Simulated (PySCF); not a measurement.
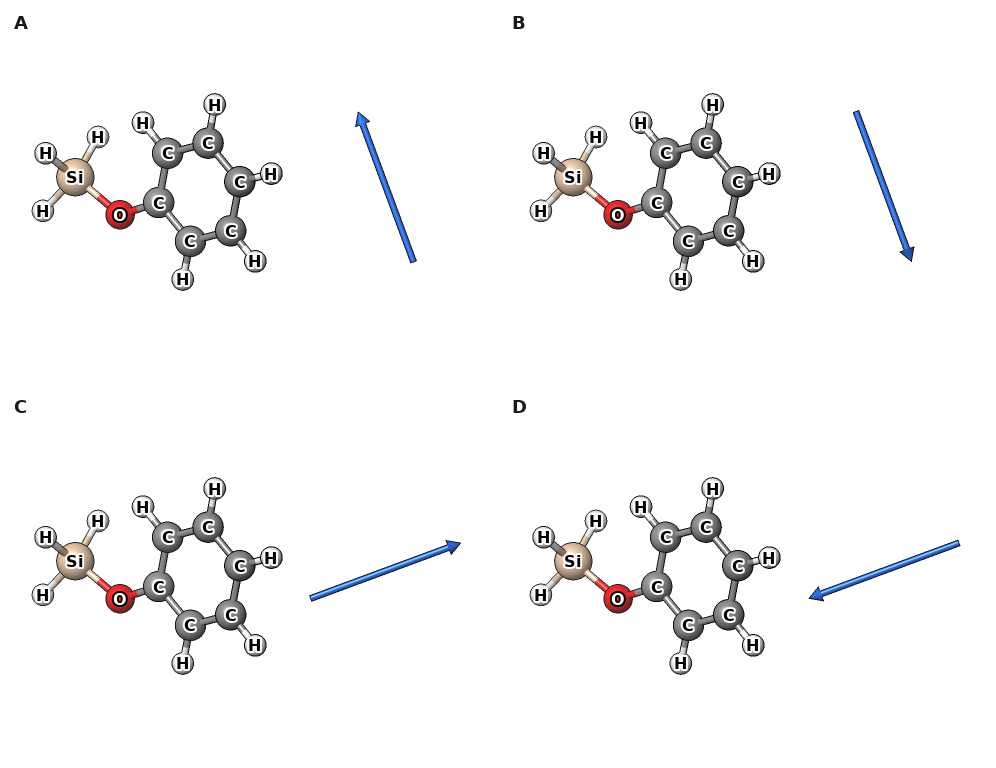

The same molecule four times, each with an arrow. Computed geometry: PBE0-D3(BJ)/def2-SVP optimisation. No frequency run is at hand to confirm it as a minimum. Level of theory: PBE0/def2-SVPD, gas phase (PySCF 2.14.0).

### Which arrow points along the dipole moment, from the negative to the positive end?

A. The dipole moment is 0.70 D.
